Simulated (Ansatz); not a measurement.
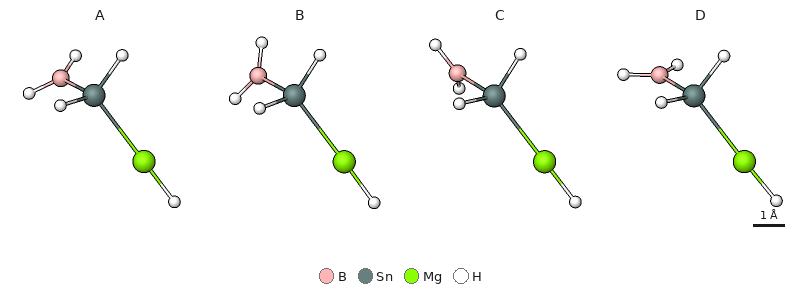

4 geometries from a converged minimum-energy path of MgBSnH5, shuffled. A ball-and-stick model, seen from a free direction.

These are results of RKS BHLYP/def2-SVP in Ansatz 0.2.0, not measurements. Settings: 5 movable images; climbing image; force threshold 0.03 eV/Å; iteration limit 60; starting path through a guess of the saddle point.

Which frame is the transition state?

Answer. C. In order along the path, whose images run from 0 to 6: D (image 1, +0.030 eV), C (image 3, +0.119 eV), B (image 5, +0.030 eV), A (image 6, 0.000 eV). The motion is a rotation about the B–Sn bond by about 180°, with a turn of about 335° about Mg–Sn. No bond forms or breaks between the ends. Bond angles that change up to the highest image, for instance: B–Sn–Mg 112.8° → 120.3°, B–Sn–H 110.2° → 104.8°.

The run took 3.2 min on 1 thread of Intel(R) Xeon(R) Platinum 8488C (Sapphire Rapids), with other jobs on the host, peak memory 0.19 GiB.
